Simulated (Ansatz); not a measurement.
**HfS2: alloy series**

Start from HfS2 in the CdI2 type structure (space group P-3m1, No. 164; a = 3.606 Å, c = 5.768 Å; layered, stacked along the Cartesian z axis).

The other end (x = 1) is TaS2 in the CdI2 type structure (space group P-3m1, No. 164; layered, stacked along the Cartesian z axis): 18.51 Å³/atom, gap zero.

Ta replaces a fraction x of Hf; each row is one arrangement (x, atoms in the cell, starting space group or random), fully relaxed.

The values are results of PBE-D3(BJ) (Ansatz, a program for electronic structure), no spin-orbit coupling, not measurements.

Notes on the quantities. deviation of the volume from the linear: Vegard-type) interpolation.

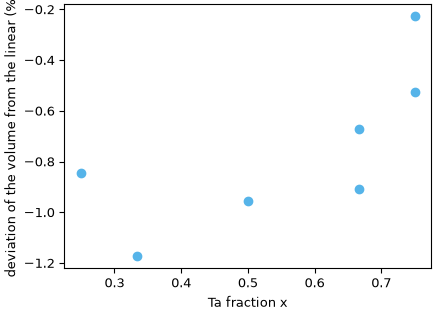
Fig. 1. Deviation of the volume from the linear against Ta fraction x

**Question.** From the plot, what is the deviation of the volume from the linear for x(Ta) = 0.25, 12 atoms, P-1?

**Answer.** About -0.8 %.

Each cell is one ordered arrangement of few atoms, which overstates ordering effects compared with a random alloy. Spin-orbit coupling, missing from the scalar runs, can matter with Hf. Stability against distortions was not tested. All final runs are without spin polarisation. An odd electron count without spin: Hf3TaS8, TaS2, Hf2TaS6, HfTaS4 and HfTa3S8.
